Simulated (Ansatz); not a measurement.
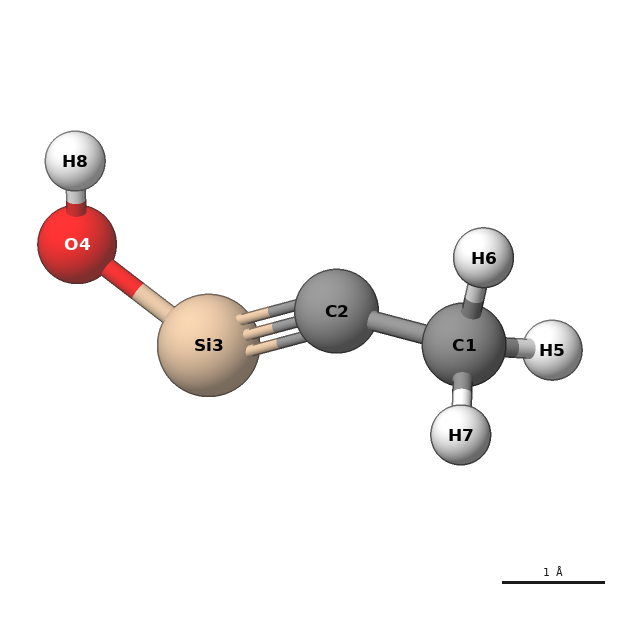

Atoms carry their numbers in the input. The geometry was computed by an optimisation with PBE0-D4/def2-TZVP. No frequency run is at hand to confirm it as a minimum.

Which atoms are bonded, and how long are the bonds?

```json
{"bond": "C1–C2", "length (Å)": "1.446", "order": "single"}
{"bond": "C1–H5", "length (Å)": "1.095", "order": "single"}
{"bond": "C1–H6", "length (Å)": "1.104", "order": "single"}
{"bond": "C1–H7", "length (Å)": "1.095", "order": "single"}
{"bond": "C2–Si3", "length (Å)": "1.682", "order": "triple"}
{"bond": "Si3–O4", "length (Å)": "1.648", "order": "single"}
{"bond": "O4–H8", "length (Å)": "0.960", "order": "single"}
```
